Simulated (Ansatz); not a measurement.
**Fields on a plane of PbI2 (CdI2 type)**

```
CELL_PARAMETERS angstrom
      4.43893     0.00000     0.00000
     -2.21946     3.84423     0.00000
      0.00000     0.00000     6.74097
ATOMIC_POSITIONS crystal
  Pb 0.00000 0.00000 0.00000
  I  0.33333 0.66667 0.28027
  I  0.66667 0.33333 0.71973
```

The slice is a (1 -1 0 0) plane (indices of the conventional cell) through the point (0.667, 0.333, 0.720) (fractional), spanned by u = [110] and v = [001] in vectors of this cell: u (4.44 Å) and v (6.74 Å, at 90° to u). It covers one period; positions are fractions (u, v).

Atoms on it: I at (0.00, 0.00).

Calculation: PBEsol-D3(BJ) (plane waves to 420 eV, PAW, scalar-relativistic; Ansatz, a first-principles code). k mesh 9×9×5. Near the nuclei the fields are pseudised (PAW); where an atom keeps semicore shells as valence, they peak there. PbI2 was relaxed with its symmetry unable to fall. Spin-orbit coupling is left out, though I and Pb are heavy.

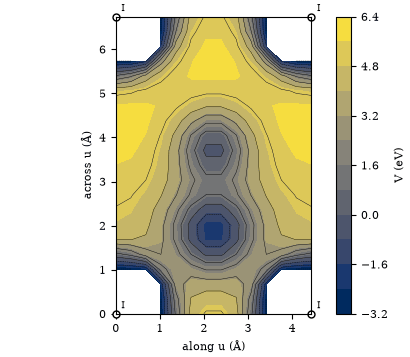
Figure. Electrostatic potential energy of an electron, from the cell's mean, in eV, one period of the plane, atoms marked. Points within 1 Å of a nucleus are left white, as the pseudised field means little there. Values under -3 eV are set to -3. The zero, the cell's mean, hangs on the PAW cores.

```
|xxxx##@@@@==    ==@@@@##xx|
|##%%%%@@%%::    ::%%@@%%%%|
|@@@@@@@@==        ==@@@@@@|
|@@@@%%--            --%%@@|
|++==..    ..----..    ..==|
|        ::**%%%%**::      |
|      ::**@@@@@@@@**::    |
|      ==%%@@@@@@@@%%==    |
|    ..==%%@@@@@@@@%%==..  |
|    ..--**%%@@@@%%**--..  |
|      ::==++****++==::    |
|      ..::::----::::..    |
|        ..::::::::..      |
|....    ..--------..    ..|
|**++--....--------....--++|
|@@@@##==::::----::::==##@@|
|%%%%@@%%--........--%%@@%%|
|**##%%@@##::    ::##@@%%##|
|xxxx##%%@@--    --@@%%##xx|
|xxxx##%%@@++    ++@@%%##xx|
```
Scale: ten equal steps from 0.01 (start of ' ') to 0.76 (end of '@'), in the order ' .:-=+*#%@'. Values: electron localisation function (ELF). The map has 13 points along u (two characters each, u = 0 at the left) and 20 along v (v = 0 in the bottom row). Points within 0.5 Å of a nucleus are blanked (x), as the pseudised field means little there.
